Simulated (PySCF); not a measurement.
# C₅H₇O₂S (doublet): what the fields show

```tsv
atom	x (Å)	y (Å)	z (Å)
C	1.7632	-0.5486	0.5376
C	0.6514	0.4565	0.3648
C	0.4305	0.9010	-1.0626
C	-0.7457	0.6857	-1.5794
C	-1.8448	0.0681	-0.9201
S	-0.9968	-0.3212	0.7525
O	-1.6433	0.4107	1.8080
O	-0.8712	-1.7435	0.9126
H	1.6009	-1.3966	-0.1234
H	2.7289	-0.0987	0.3124
H	1.7778	-0.9139	1.5620
H	0.7437	1.3014	1.0475
H	1.2576	1.3588	-1.5804
H	-2.1726	-0.8745	-1.3480
H	-2.6840	0.7228	-0.7055
```

Geometry: GFN2-xTB.

Theory: PySCF 2.14.0, density-fitted response routines, UKS B3LYP, pcH-1 on C H O S, non-relativistic, mean-field spin-orbit, GIAO.

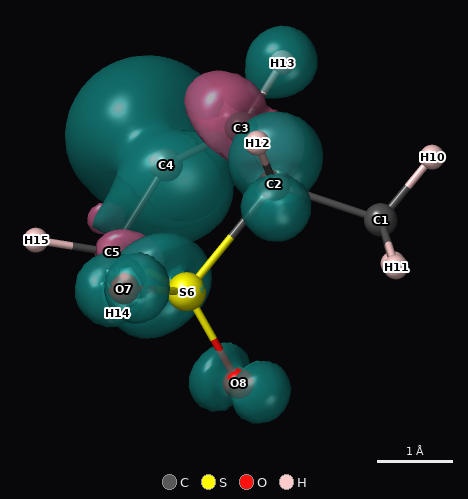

Figure 1. Isosurfaces of the spin density at +0.015 (teal) and −0.015 e/Å³ (pink), seen at a tilt.

Where is the unpaired spin?

Answer. The unpaired spin (1 electron) lies mostly on C4 (about 0.7), in electrons by Hirshfeld's partition.

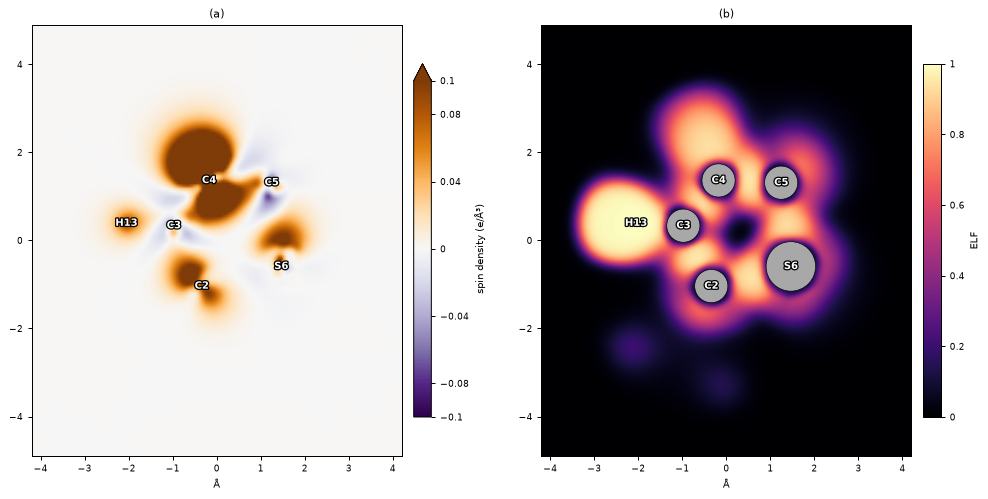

Figure 2. (a) spin density; (b) electron localisation function on the plane of atoms C2, C3 and C4. Grey discs cover the atomic cores in the ELF map.

Read the bonding off the picture.

Answer. Atoms in the plane: C, S and H.
C–C (1.30 Å): the ELF peaks at about 0.90 between the atoms: a short, multiple covalent bond.
C–S (1.86 Å): the ELF peaks at about 0.95 between the atoms, as expected for a shared electron pair.
C–H (1.08 Å): the ELF climbs to about 1 towards the hydrogen, as it does in any bond to H: a covalent bond by its length.
C–C (1.42 Å): the ELF peaks at about 0.95 between the atoms, as expected for localised, covalent bonding.
C–C (1.51 Å): the ELF peaks at about 0.95 between the atoms (localised, covalent bonding).
The ELF also peaks beside C4, away from the bonds: non-bonding electrons, paired or unpaired.

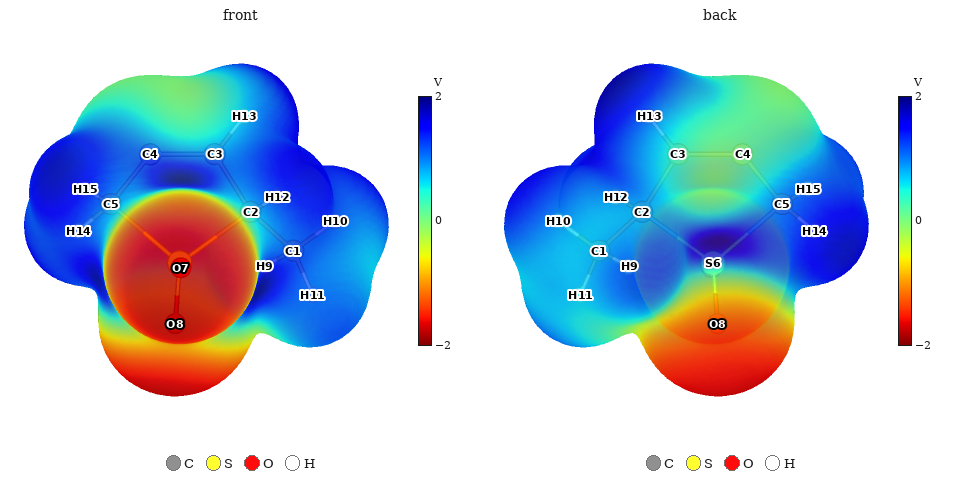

Figure 3. The molecular electrostatic potential painted on the density surface at 0.004 e/bohr³, seen from the front and from behind; red is negative and blue positive.

Where is the surface potential most negative and most positive?

Answer. The most negative region (about −1.8 V) lies over O7 and O8, the most positive (about +1.9 V) over S6 and H13.

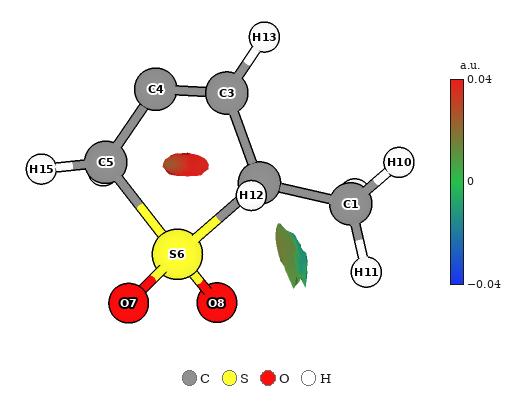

Figure 4. Non-covalent interaction (NCI) plot: the surface where the reduced density gradient is 0.5, for densities under 0.05 a.u., coloured by sign(λ₂)ρ; seen at a tilt.

Identify the weak interactions.

Answer.
- Between C1 and H9 on one side and O8 and S6 on the other: a weak contact, attractive (blue-green) on one side and crowded (olive to red) on the other
- Inside the ring or cage of C2, C3, C4, C5 and S6: steric crowding (red)
